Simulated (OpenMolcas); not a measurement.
Run report: Ce³⁺ complex, multiconfigurational calculation

- system: Ce³⁺ with 8 ligands (F; cube, 2.59 Å), neutralised by 8 outer point charges of +0.62 e, whose field is part of the energies.
- method: state-averaged SS-CASPT2, IPEA shift 0.25, imaginary shift 0.1 hartree, closed shells 5s 5p of the metal and the valence shells of the ligands correlated, active space 1 electron in the shell 4f, basis ANO-RCC-VDZP on the metal and ANO-RCC-VDZP on the ligands, DKH2 scalar Hamiltonian, spin-orbit coupling by RASSI with atomic mean-field integrals (OpenMolcas)

Input file:
```
&GATEWAY
Coord
9

Ce 0.0 0.0 0.0
F 1.495337 1.495337 1.495337
F 1.495337 1.495337 -1.495337
F 1.495337 -1.495337 1.495337
F 1.495337 -1.495337 -1.495337
F -1.495337 1.495337 1.495337
F -1.495337 1.495337 -1.495337
F -1.495337 -1.495337 1.495337
F -1.495337 -1.495337 -1.495337
Basis=Ce.ANO-RCC-VDZP,F.ANO-RCC-VDZP
Group=XYZ
NoMove
AngMom=0.0 0.0 0.0
AMFI
RICD
XField
4 Angstrom 0
2.996448 2.996448 2.996448 0.625000
2.996448 2.996448 -2.996448 0.625000
2.996448 -2.996448 2.996448 0.625000
2.996448 -2.996448 -2.996448 0.625000
&SEWARD
&RASSCF
FileOrb=start.orb
Symmetry=2
Spin=2
nActEl=1 0 0
Inactive=35 32
Ras2=0 7
CIRoot=7 7 1
SDav=7
CIMx=300
Iter=150 100
PrWF=0.3
OrbListing=Nothing
MaxOrb=0
LevShft=1.0
>>> COPY $Project.JobIph JOB001
&RASSI
NrOfJobIphs=1 7
1 2 3 4 5 6 7
IphNames
JOB001
EJob
SpinOrbit
DIPRint=1.0
SOCoupling=1000.0
Subsets=2
Property=9
'ANGMOM' 1 'ANGMOM' 2 'ANGMOM' 3 'MLTPL  1' 1 'MLTPL  1' 2 'MLTPL  1' 3
'AMFI' 1 'AMFI' 2 'AMFI' 3
SOProperty=3
'ANGMOM' 1 'ANGMOM' 2 'ANGMOM' 3
>>> COPY JOB001 $Project.JobIph
&CASPT2
Multistate=7 1 2 3 4 5 6 7
NoMult
Frozen=18 13
IPEA=0.25
Imaginary=0.1
MaxIter=60
WThr=0.0 0.3 0.05
PrWF=0.5
NoMix
```

The file start.orb holds starting orbitals from an earlier step. A driver script formed the levels outside the program, from RASSI's spin-orbit matrix and the CASPT2 energies (for multi-state variants, the effective Hamiltonian), averaged over the components of each term or state. The log and the time are those of the CASPT2 step.

Command:
```bash
OMP_NUM_THREADS=1 MOLCAS_MEM=2457 MOLCAS_PROJECT=a pymolcas a.inp > a.log  # once for each step of the input, in one work folder
```

Log (extracts):
```
--- CASPT2 ---
Orbital specifications:
      -----------------------

      Symmetry species                           1   2
                                                ag  au
      Frozen orbitals                           18  13
      Inactive orbitals                         17  19
      Active orbitals                            0   7
      Secondary orbitals                        57  49
      Deleted orbitals                           0   0
      Number of basis functions                 92  88
Type of calculation                        SS-CASPT2
      Fock operator                              state-specific
      IPEA shift                                 0.25
      Real shift                                 0.00
      Imaginary shift                            0.10
      The input orbitals will be transformed to quasi-canonical
Reference energy:       -9651.7815235316
      E2 (Non-variational):      -1.9557539541
      Shift correction:          -0.0016520234
      E2 (Variational):          -1.9574059775
      Total energy:           -9653.7389295091
      Residual norm:              0.0000001337
      Reference weight:           0.65708
      Contributions to the CASPT2 correlation energy
      Active & Virtual Only:         -0.0000000009
      One Inactive Excited:          -0.0297279787
      Two Inactive Excited:          -1.9260259746
Reference energy:       -9651.7815235316
      E2 (Non-variational):      -1.9557571126
      Shift correction:          -0.0016520758
      E2 (Variational):          -1.9574091884
      Total energy:           -9653.7389327200
      Residual norm:              0.0000001339
      Reference weight:           0.65708
      Contributions to the CASPT2 correlation energy
      Active & Virtual Only:         -0.0000000009
      One Inactive Excited:          -0.0297323677
      Two Inactive Excited:          -1.9260247440
::    CASPT2 Root  1     Total energy:  -9653.73892951
::    CASPT2 Root  2     Total energy:  -9653.73893272
::    CASPT2 Root  3     Total energy:  -9653.73892324
::    CASPT2 Root  4     Total energy:  -9653.73887586
::    CASPT2 Root  5     Total energy:  -9653.73882121
::    CASPT2 Root  6     Total energy:  -9653.73869462
::    CASPT2 Root  7     Total energy:  -9653.73274815
```

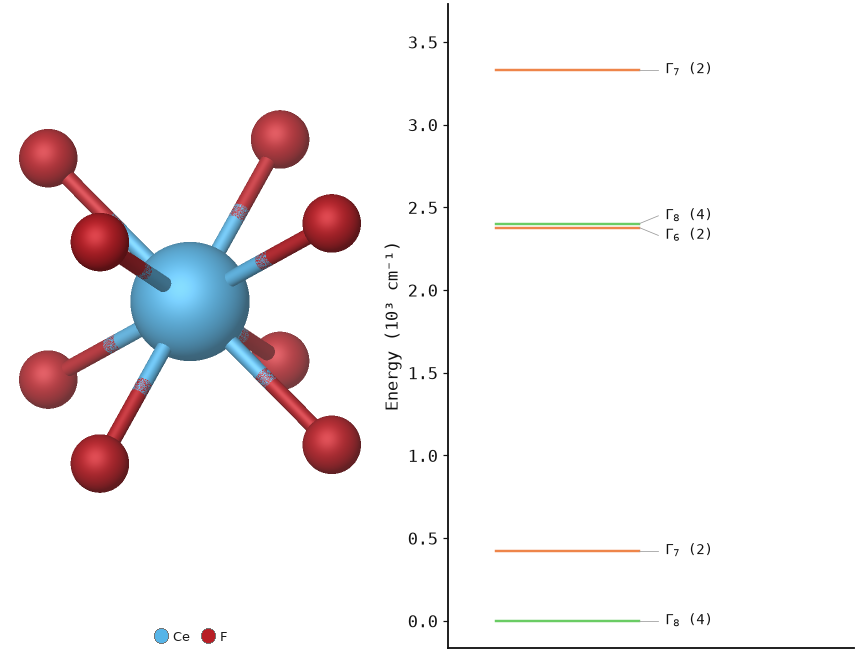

**Figure 1.** Ce³⁺ (4f) with 8 ligands, F⁻, at 2.59 Å (arrangement: cube, Oh), neutralised by outer point charges of +0.62 e, and its levels. Labels give the representation in O, Td, D4 or D3 as the site allows (double group for half-integer spin) where it could be assigned and, in brackets, the degeneracy; spin-free states, where drawn, share the zero of the spin-orbit levels. The ground level is Γ₈, 4-fold degenerate, 100 % from states of spin multiplicity 2, effective J = 2.50, with |mJ| = 1/2 the largest share (50 %). The next level lies at 424 cm⁻¹ (Γ₇). The lowest J multiplet spreads over 424 cm⁻¹.

Key numbers:

- outcome: converged
- energy of the lowest spin-free term: −9653.73893 hartree
- energy of the lowest spin-orbit level: −9653.74511 hartree
- CASPT2 correlation energy: −1.9574 hartree
- largest spread among components of a term: 39.8 cm⁻¹
- lowest reference weight: 0.657
- hardware: 1 thread of Arm Neoverse N1, 24 GiB of memory available, shared host
- wall time: 97 s
- peak memory: 0.6 GiB

Remarks:

Limits: distances are set from ionic radii, not optimised.
